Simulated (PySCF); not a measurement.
## Excited-state calculation of C₇H₁₂

- system: C₇H₁₂
- method: TDA PBE0/def2-SVPD, vertical, gas phase, core orbitals frozen in the response (PySCF 2.14.0)

Some settings of this run were made unusual or wrong on purpose. The geometry comes from this level: GFN2-xTB.

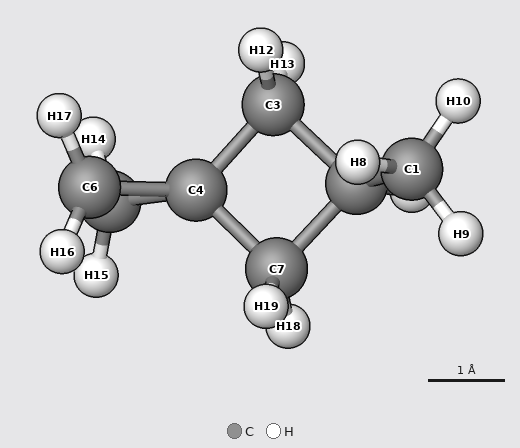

Figure 1. The structure as given in the input (ball-and-stick view, seen at a tilt; atoms are numbered from 1 in the order of the input).

### What the run reported

- outcome: converged
- total energy: −273.359907 hartree
- HOMO: −7.55 eV
- LUMO: 0.88 eV
- dipole moment: 0.23 D
- mean polarisability: 78.68 a.u.
- lowest singlet excitation: 7.37 eV
- hardware: 1 CPU thread, shared host
- wall time: 38 s
- peak memory: 0.91 GiB

### What went wrong

Some settings of this run were drawn to be unusual or wrong; see grid = 0. It converged; results that depend on the unusual settings are not reference values.

### The input
```
{"job": {"kind": "uv", "xc": "PBE0", "basis": "def2-SVPD", "nstates": 12, "ntriplets": 2, "tda": true, "grid": 0, "scf": {"max_cycle": 55}}, "charge": 0, "multiplicity": 1}
C      2.419493     0.057465     0.540912
C      1.246537    -0.415022    -0.298183
C      0.293098     0.695943    -0.788407
C     -0.838714     0.026391    -0.026917
C     -2.251304    -0.138643    -0.481157
C     -1.937967     0.701416     0.725136
C      0.087278    -1.061997     0.489987
H      2.072938     0.689892     1.355388
H      2.950104    -0.792446     0.965863
H      3.117636     0.628936    -0.067870
H      1.608713    -1.047928    -1.110264
H      0.548082     1.691469    -0.426366
H      0.154815     0.739588    -1.868036
H     -2.560766     0.364519    -1.385395
H     -2.731832    -1.093735    -0.327514
H     -2.204675     0.315896     1.698036
H     -2.035653     1.773559     0.638959
H     -0.174220    -2.071807     0.175990
H      0.226634    -1.054246     1.570646
```

The first line tells a small driver script what to run in PySCF; the rest is the geometry in Å.

Launched with:
```bash
OMP_NUM_THREADS=1 python <driver script> task.json out
```

### Log
```
final grid: 15048 points
cycle   1  E = -273.3114185883  dE =  8.881e-01  |g| = 4.032e-01  |ddm| = 9.898e+00
cycle   2  E = -273.3029793845  dE =  8.439e-03  |g| = 4.562e-01  |ddm| = 2.291e+00
cycle   3  E = -273.3594278039  dE = -5.645e-02  |g| = 4.502e-02  |ddm| = 1.151e+00
cycle   4  E = -273.3597315677  dE = -3.038e-04  |g| = 2.715e-02  |ddm| = 2.205e-01
cycle   5  E = -273.3599038804  dE = -1.723e-04  |g| = 3.702e-03  |ddm| = 8.119e-02
cycle   6  E = -273.3599069186  dE = -3.038e-06  |g| = 1.153e-03  |ddm| = 1.564e-02
cycle   7  E = -273.3599072387  dE = -3.202e-07  |g| = 1.943e-04  |ddm| = 3.401e-03
cycle   8  E = -273.3599072477  dE = -8.991e-09  |g| = 4.781e-05  |ddm| = 8.648e-04
cycle   9  E = -273.3599072483  dE = -5.750e-10  |g| = 8.292e-06  |ddm| = 2.386e-04
converged SCF energy = -273.3599072483

Static polarisability (au): isotropic 78.675, principal 71.997 73.365 90.663

Singlet excitations
state   eV       nm        f      main configurations
  1   7.3680    168.3   0.03182   H->L 0.89, H->L+1 0.08
  2   7.4759    165.8   0.01006   H-1->L 0.90
  3   7.6358    162.4   0.00249   H->L+1 0.85
  4   7.7696    159.6   0.00167   H-1->L+1 0.89
  5   7.8468    158.0   0.00454   H->L+2 0.91
  6   7.9687    155.6   0.02988   H-1->L+2 0.95
  7   8.1297    152.5   0.00045   H->L+3 0.94
  8   8.2184    150.9   0.08108   H-2->L 0.88
  9   8.2651    150.0   0.00412   H-1->L+3 0.90
 10   8.5558    144.9   0.03522   H-2->L+1 0.70, H-2->L+2 0.10, H->L+6 0.09
 11   8.5887    144.4   0.00097   H->L+5 0.69, H-1->L+4 0.10, H->L+4 0.08
 12   8.6188    143.9   0.04841   H->L+4 0.82

Triplet excitations (Tamm-Dancoff, eV): 7.2436 7.3687
```
